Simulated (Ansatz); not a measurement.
CH₂FSi₂ (charge +1)

The calculation's input:

```
crystal:
  periodic: [false, false, false]
  atoms:
    - { symbol: F, position_ang: [-0.96841, -2.24107, 0.79252] }
    - { symbol: Si, position_ang: [-0.48891, -0.74765, 1.01513] }
    - { symbol: C, position_ang: [0.37785, -0.04504, -0.37456] }
    - { symbol: Si, position_ang: [0.82441, 1.2579, -1.395] }
    - { symbol: H, position_ang: [-0.9867, -0.45816, 2.33909] }
    - { symbol: H, position_ang: [1.24176, 2.23402, -2.37719] }
total_charge: 1
basis:
  gaussian: { orbitals: def2-SVPD }
hamiltonian:
  xc: revpbe
  dispersion: d4
relax:
  f_tol: 0.02
  max_steps: 50
output:
  orbitals: {}
```

Run with:

```sh
ansatz run input.yaml --threads 2 --pin off --max-ram 3072MiB --backend cpu --events-out ev --progress --plain --runs-dir out
```

The fields are those of the run's last geometry, not of the input's.

These are results of RKS revPBE-D4/def2-SVPD (Ansatz), not measurements.

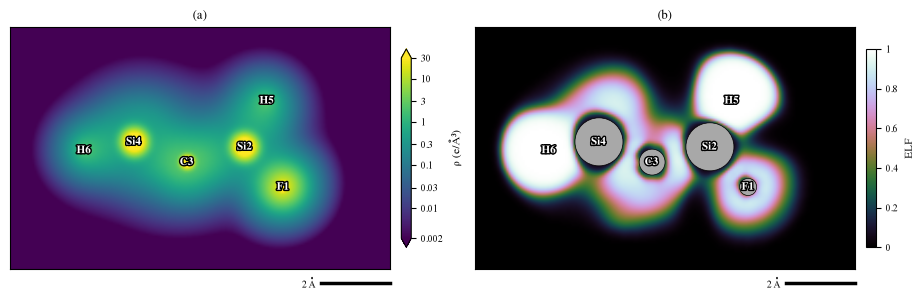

Figure 1. (a) electron density; (b) ELF on the molecular plane. Grey discs cover the atomic cores in the ELF map.

Q: What do the fields say about this system?

A:
- The plane passes through F, Si, C and H nuclei.
- Si–F (1.61 Å): ρ at the midpoint is about 1 e/Å³; the ELF peaks at about 0.85 in the valence shell of F, 0.6 Å from its nucleus, and is about 0.35 at the midpoint.
- C–Si (1.66 Å): ρ is about 1.1 e/Å³ halfway; the ELF peaks at about 0.85 between the atoms: localised, covalent bonding.
- Si–H (1.48 Å): the density is about 0.82 e/Å³ at the midpoint; the ELF climbs to about 1 towards the hydrogen, as it does in any bond to H.
- C–Si (1.74 Å): ρ at the midpoint is about 1.1 e/Å³; the ELF peaks at about 0.90 between the atoms (localised, covalent bonding).
- The ELF also peaks beside F1 and Si4, away from the bonds: lone-pair regions.

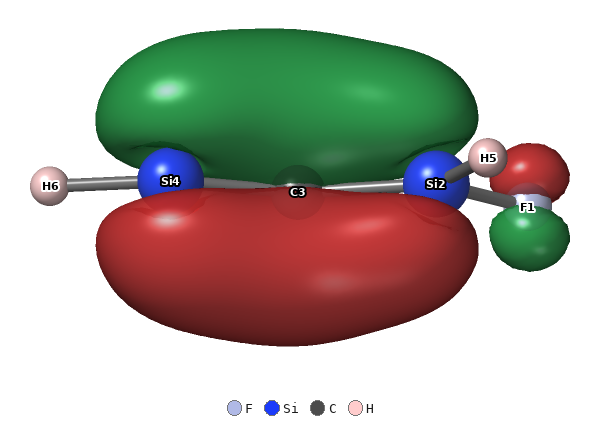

Figure 2. The HOMO−1 at ±0.08 Å⁻³ᐟ² (green and red are the two phases), seen from one side.

Q: Describe this orbital and give its energy.

A: By Hirshfeld shares it lies mainly on C3 (about 50 %), Si4 (about 30 %) and Si2 (about 20 %); it changes sign across the molecular plane (π type); π-bonding across Si2–C3 and C3–Si4. Its energy is −12.26 eV.

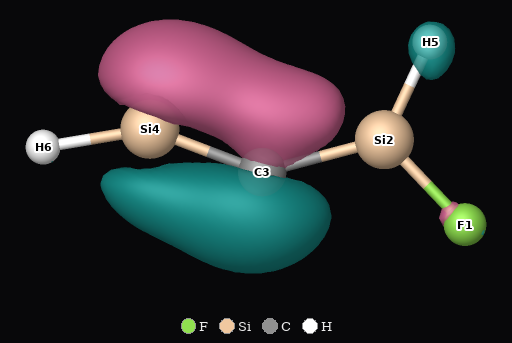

Figure 3. One frontier orbital at ±0.15 Å⁻³ᐟ² (teal and pink are the two phases), seen across its widest extent.

Q: Which orbital is it: HOMO or LUMO?

A: The HOMO, at −12.16 eV. It lies mainly on C3 (about 45 %), Si4 (about 40 %) and Si2 (about 10 %); it is symmetric in the molecular plane (an in-plane orbital: σ, lone-pair or in-plane π type).
